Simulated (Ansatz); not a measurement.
# H₅InSi with the probe HF: a probe moved round a molecule

A grid of calculations on H₅InSi with the probe HF, to see where the energy is lowest and how it rises around there.

Method: RKS PBE-D4/def2-SVPD; program: Ansatz 0.2.0.

## (1) Starting geometry

7 atoms, charge 0, spin multiplicity 1.

Atoms are counted from 1 here; the program's logs count them from 0.

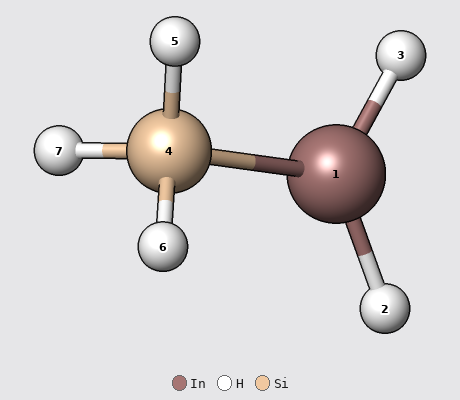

As it starts; indium brown, hydrogen white, silicon light orange; atoms are numbered from 1 in the order of the file.

Coordinates:

```
In    0.72879    1.27171    0.01250
H     2.47651    1.29922    0.03613
H    -0.12772    2.79451   -0.04477
Si   -0.56521   -0.98369    0.01859
H    -1.92654   -0.86671    0.65160
H     0.18564   -2.07713    0.73154
H    -0.77146   -1.43791   -1.40561
```

This geometry comes from a loose relaxation at PBE in a small basis, which is not shown.

## (4) Plan of the scan

The probe is moved over a plane parallel to the molecule's main plane, 3.51 Å above it (x and y are the axes of that plane, centred on the molecule).

- x of the probe's H atom: 15 values from −3.57 to 3.57 Å
- y of the probe's H atom: 13 values from −3.06 to 3.06 Å

Nothing else is relaxed (molecule and probe rigid, the probe upright with H nearest the plane). Energies count from molecule and probe far apart, each relaxed in its own basis (no counterpoise correction). Points are written as (first, second).

The probe HF moves over a plane: parallel to the molecule's main plane, 3.51 Å above it. The molecule is turned into the frame of its main axes, as the inputs below show.

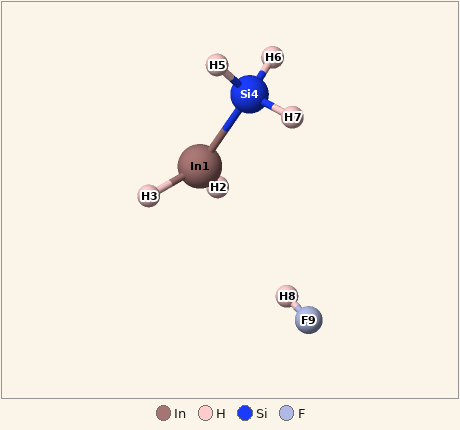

The geometry at (−3.06 Å, −1.53 Å).

(The set-up runs are not shown.)

## (5) The run at (−3.06 Å, −1.53 Å)

Input file input.yaml:

```yaml
crystal:
  periodic: [false, false, false]
  atoms:
    - { symbol: In, position_ang: [-1.465659, 0.000262, -0.019464] }
    - { symbol: H, position_ang: [-2.35921, -1.502159, -0.006838] }
    - { symbol: H, position_ang: [-2.360466, 1.501911, -0.006885] }
    - { symbol: Si, position_ang: [1.134585, 0.000326, -0.013231] }
    - { symbol: H, position_ang: [1.713625, 1.221874, -0.676655] }
    - { symbol: H, position_ang: [1.712677, -1.213822, -0.690984] }
    - { symbol: H, position_ang: [1.624449, -0.008392, 1.414056] }
    - { symbol: H, position_ang: [-3.06, -1.53, 3.51] }
    - { symbol: F, position_ang: [-3.06, -1.53, 4.442489] }
basis:
  gaussian: { orbitals: def2-SVPD }
hamiltonian:
  xc: pbe
  dispersion: d4
output:
  forces: true
```

Started as:

```console
ansatz run input.yaml --threads 1 --pin off --max-ram 2560MiB --backend cpu --events-out ev --progress --plain --runs-dir out
```

The session goes on with these runs: the other points that were computed.

What does the calculation give? Wanted: lowest point; highest computed point; largest force on an atom.

The runs gave:

| quantity | value |
| --- | --- |
| lowest point | (1.53 Å, 0.00 Å), −8.7 kJ/mol |
| highest computed point | (−1.53 Å, 0.00 Å), 14.7 kJ/mol above the lowest |
| largest force on an atom (eV/Å) | 0.03 at (3.57 Å, −3.06 Å) to 0.23 at (1.53 Å, 0.00 Å); 0.23 at the lowest point |
| time for the whole task | 15 min on 1 thread, shared host |

In words: The lowest computed point is at (1.53 Å, 0.00 Å), −8.7 kJ/mol from molecule and probe far apart, each relaxed in its own basis (no counterpoise correction). The grid is coarse, so the lowest point of the scanned range may lie between grid points; coordinates that were held can hide deeper minima. A higher local minimum lies near (−3.57 Å, −2.55 Å) (7.6 kJ/mol above the lowest at that grid point). The highest computed point, (−1.53 Å, 0.00 Å), lies 14.7 kJ/mol above the lowest. Near the minimum the curvatures are about 0.082 and 0.095 eV/Å² along the soft and the stiff direction. No counterpoise correction was made, so wells between separate parts tend to come out somewhat too deep.
